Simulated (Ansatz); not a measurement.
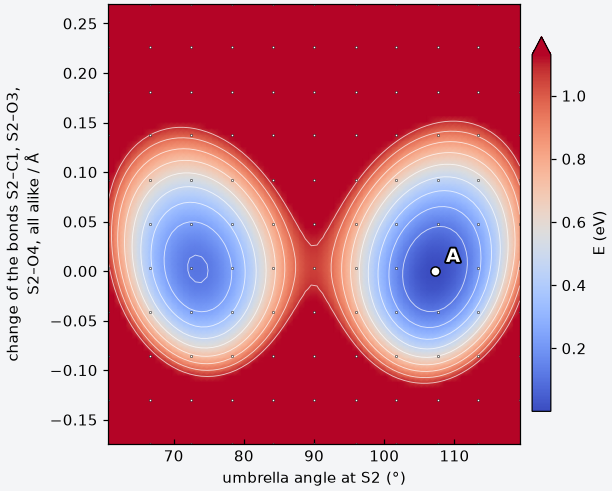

CH3O2S, SMILES C[S](=O)=O, spin multiplicity 2. The first coordinate is: umbrella angle at S2 (between each of its bonds and their common axis; 90 is planar); the second: change of the bonds S2–C1, S2–O3, S2–O4, all alike. Nothing is relaxed (all other coordinates rigid). The scan uses an 11 × 11 grid. Points are written as (first, second). Energies are in eV, from the relaxed molecule at the same level. Method: UKS PBE0-D4/def2-SVP (Ansatz).

The picture shows a smooth colour map with a few white contour lines, dots at the grid points, one colour for all values above the top of the scale, the well A. Between grid points the surface is interpolated.

Estimate the position of the minimum and the force constants in these coordinates. Take the well at A.

The interpolated minimum is at the first coordinate ≈ 107.3°, the second coordinate ≈ 0.000 Å. The curvatures there are about 38 eV/rad² and 132 eV/Å², with a cross term of about −10 eV/(rad·Å). Round the minimum the two coordinates are weakly coupled (coupling −0.14 in units of the two stiffnesses).
